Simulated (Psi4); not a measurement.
**H2O2 (hydrogen peroxide): HSE06/def2-TZVPP**

Aim: the vertical ionisation energy of H2O2 (hydrogen peroxide) at HSE06/def2-TZVPP, from 2 runs. The job is set up through a Python script.

The calculation is run with Psi4 1.11.

## (1) The structure to begin with

The species is H2O2 (4 atoms), meant as a singlet with charge 0. SMILES: `OO`. The shape is that of a PBE0-D4/def2-TZVP optimisation.

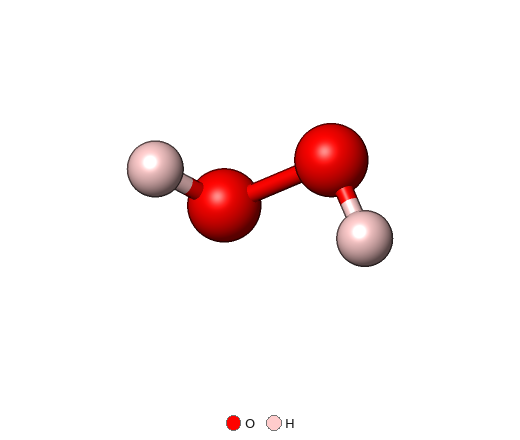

Viewed from a chosen angle; oxygen red, hydrogen pink.

## (2) Energy and forces at HSE06/def2-TZVPP

File h2o2.xyz:

```xyz
4
H2O2
O     -0.486800    -0.581100     0.030600
O      0.048300     0.728400     0.206900
H      0.186400    -1.117000     0.467400
H      0.252100     0.969800    -0.704900
```

File run.py:

```python
import psi4

psi4.set_memory(1600000000)
psi4.set_num_threads(1)
psi4.core.set_output_file('run.log', False)

with open('h2o2.xyz') as f:
    atoms = ''.join(f.readlines()[2:])
mol = psi4.geometry('0 1\n' + atoms + 'symmetry c1')

psi4.set_options({
    'puream': True,
    'e_convergence': 1e-09,
    'd_convergence': 1e-08,
    'scf_type': 'pk',
    'dft_radial_points': 99,
    'dft_spherical_points': 590,
})

e_tot = psi4.gradient("hse06/def2-TZVPP")
print('gradient / Eh bohr^-1')
print(e_tot.np.round(6))
```

Launch:

```console
$ python run.py
```

run.log:

```text
[...]
  Running in c1 symmetry.
[...]
  Nuclear repulsion =   37.283118773714371
[...]
  Multiplicity = 1
[...]
  Nalpha       = 9
  Nbeta        = 9
[...]
    Number of basis functions: 90
[...]
   @RKS iter   1:  -151.37468525151664   -3.49578e-01   5.80005e-03 DIIS/ADIIS
[...]
   @RKS iter  10:  -151.47184759984074   -1.22213e-12   1.70910e-09 DIIS
[...]
    Orbital Energies [Eh]
    ---------------------
    Doubly Occupied:
       1A    -19.250049     2A    -19.249984     3A     -1.145892
       4A     -0.908675     5A     -0.544223     6A     -0.501341
       7A     -0.431341     8A     -0.323599     9A     -0.284031
[...]
  @RKS Final Energy:  -151.47184759984074
   => Energetics <=
    Nuclear Repulsion Energy =             37.2831187737143708
    One-Electron Energy =                -282.3574289439872587
    Two-Electron Energy =                 107.3278864713138177
    DFT Exchange-Correlation Energy =     -13.7254239008816832
    Empirical Dispersion Energy =           0.0000000000000000
    VV10 Nonlocal Energy =                  0.0000000000000000
    Total Energy =                       -151.4718475998407428
[...]
 Multipole Moments:
 ------------------------------------------------------------------------------------
     Multipole            Electronic (a.u.)      Nuclear  (a.u.)        Total (a.u.)
 ------------------------------------------------------------------------------------
 L = 1.  Multiply by 2.5417464519 to convert [e a0] to [Debye]
 Dipole X            :         -0.1743496            0.7731780            0.5988284
 Dipole Y            :          0.0585655           -0.2596362           -0.2010707
 Dipole Z            :          0.0944448           -0.4187680           -0.3243232
 Magnitude           :                                                    0.7100778
[...]
  -Total Gradient:
     Atom            X                  Y                   Z
    ------   -----------------  -----------------  -----------------
       1       -0.001338898916     0.002504281021    -0.001216769949
       2       -0.000827516963    -0.001768681578     0.002397668852
       3        0.001778671267    -0.001247505560     0.001219476373
       4        0.000405265662     0.000506024991    -0.002409864534
[...]
```

The script printed:

```text
gradient / Eh bohr^-1
[[-0.001339  0.002504 -0.001217]
 [-0.000828 -0.001769  0.002398]
 [ 0.001779 -0.001248  0.001219]
 [ 0.000405  0.000506 -0.00241 ]]
```

Wall time 16 s (1 thread of Intel Xeon 6975P-C (Granite Rapids), shared host); peak memory 0.94 GiB.

## (3) The doublet cation, same level

File h2o2.py:

```python
import psi4

psi4.set_memory('1600 MB')
psi4.set_num_threads(1)
psi4.set_output_file('run.log', False)

molecule = psi4.geometry("""
1 2
O     -0.91991868    -1.09811985     0.05782562
O      0.09127377     1.37647651     0.39098434
H      0.35224495    -2.11082408     0.88325799
H      0.47639996     1.83265640    -1.33206795
units au
symmetry c1
""")

psi4.set_options({
    'basis': 'def2-TZVPP',
    'reference': 'uks',
    'puream': True,
    'e_convergence': 1e-09,
    'd_convergence': 1e-08,
    'scf_type': 'pk',
    'dft_radial_points': 99,
    'dft_spherical_points': 590,
    'maxiter': 200,
})

E = psi4.gradient("HSE06", molecule=molecule)
print('gradient / Eh bohr^-1')
print(E.np.round(6))
for k, v in sorted(psi4.core.scalar_variables().items()):
    print(f'{k:45s} {v:18.10f}')
```

Launch:

```console
$ python h2o2.py
```

run.log:

```text
[...]
  Running in c1 symmetry.
[...]
  Nuclear repulsion =   37.283118750301384
[...]
  Multiplicity = 2
[...]
  Nalpha       = 9
  Nbeta        = 8
[...]
    Number of basis functions: 90
[...]
   @UKS iter   1:  -151.03501635640032   -9.90895e-03   2.46683e-03 ADIIS/DIIS
[...]
   @UKS iter  11:  -151.05158151568875   -4.97380e-12   3.43023e-09 DIIS
[...]
   @S^2 Observed:                7.544679397E-01
[...]
    Orbital Energies [Eh]
    ---------------------
    Alpha Occupied:
       1A    -19.698391     2A    -19.698324     3A     -1.565492
       4A     -1.323487     5A     -0.947202     6A     -0.891604
       7A     -0.853315     8A     -0.729329     9A     -0.727545
    Alpha Virtual:
      10A     -0.368259    11A     -0.240956    12A     -0.197441
      13A      0.077956    14A      0.089159    15A      0.091955
      16A      0.101227    17A      0.136042    18A      0.174213
      19A      0.224172    20A      0.244697    21A      0.289822
      22A      0.344901    23A      0.373550    24A      0.421381
      25A      0.490514    26A      0.577427    27A      0.903337
[...]
  @UKS Final Energy:  -151.05158151568875
   => Energetics <=
    Nuclear Repulsion Energy =             37.2831187503013837
    One-Electron Energy =                -275.1466950626979155
    Two-Electron Energy =                 100.2062173977957400
    DFT Exchange-Correlation Energy =     -13.3942226010879999
    Empirical Dispersion Energy =           0.0000000000000000
    VV10 Nonlocal Energy =                  0.0000000000000000
    Total Energy =                       -151.0515815156887811
[...]
 Multipole Moments:
 ------------------------------------------------------------------------------------
     Multipole            Electronic (a.u.)      Nuclear  (a.u.)        Total (a.u.)
 ------------------------------------------------------------------------------------
 L = 1.  Multiply by 2.5417464519 to convert [e a0] to [Debye]
 Dipole X            :         -0.1245318            0.7731780            0.6486462
 Dipole Y            :          0.0418272           -0.2596362           -0.2178089
 Dipole Z            :          0.0674627           -0.4187680           -0.3513053
 Magnitude           :                                                    0.7691541
[...]
  -Total Gradient:
     Atom            X                  Y                   Z
    ------   -----------------  -----------------  -----------------
       1       -0.021276522536    -0.082159174672     0.026858909886
       2        0.009553781653     0.086099112040    -0.020504756891
       3       -0.005474256339     0.015745238966    -0.035091240165
       4        0.017199749257    -0.019686103518     0.028735592495
[...]
```

The script printed:

```text
gradient / Eh bohr^-1
[[-0.021277 -0.082159  0.026859]
 [ 0.009554  0.086099 -0.020505]
 [-0.005474  0.015745 -0.035091]
 [ 0.0172   -0.019686  0.028736]]
CURRENT ENERGY                                   -151.0515815157
CURRENT REFERENCE ENERGY                         -151.0515815157
DD SOLVATION ENERGY                                 0.0000000000
DFT FUNCTIONAL TOTAL ENERGY                      -151.0515815157
DFT TOTAL ENERGY                                 -151.0515815157
DFT VV10 ENERGY                                     0.0000000000
DFT XC ENERGY                                     -13.3942226011
GRID ELECTRONS ALPHA                                9.0000000004
GRID ELECTRONS BETA                                 7.9999999966
GRID ELECTRONS TOTAL                               16.9999999970
NUCLEAR REPULSION ENERGY                           37.2831187503
ONE-ELECTRON ENERGY                              -275.1466950627
PCM POLARIZATION ENERGY                             0.0000000000
PE ENERGY                                           0.0000000000
SCF ITERATION ENERGY                             -151.0515815157
SCF ITERATIONS                                     11.0000000000
SCF TOTAL ENERGY                                 -151.0515815157
TWO-ELECTRON ENERGY                               100.2062173978
XC GRID RADIAL POINTS                              99.0000000000
XC GRID SPHERICAL POINTS                          590.0000000000
XC GRID TOTAL POINTS                           226198.0000000000
```

Run time: 21 s. Hardware: 1 thread of Intel Xeon 6975P-C (Granite Rapids), shared host; peak memory 0.94 GiB.

## (4) Outcome

At HSE06/def2-TZVPP:

| quantity | value |
| --- | --- |
| singlet H2O2: total energy | -151.47185 Eh |
| singlet H2O2: dipole moment | 1.80 D |
| singlet H2O2: HOMO energy | -7.73 eV |
| singlet H2O2: LUMO energy | 0.32 eV |
| singlet H2O2: HOMO–LUMO gap | 8.05 eV |
| singlet H2O2: largest force on an atom | 0.159 eV/Å |
| doublet cation: total energy | -151.05158 Eh |
| doublet cation: HOMO energy (highest over α and β) | -18.57 eV |
| doublet cation: LUMO energy (lowest over α and β) | -15.19 eV |
| doublet cation: ⟨S²⟩ | 0.754 |
| doublet cation: largest force on an atom | 4.578 eV/Å |
| vertical ionisation energy (to the doublet cation) | 11.436 eV |

What this shows: The vertical ionisation energy comes to 11.44 eV (1103 kJ/mol). −ε(HOMO) before ionisation, 7.73 eV, is 3.71 eV below this ionisation energy.
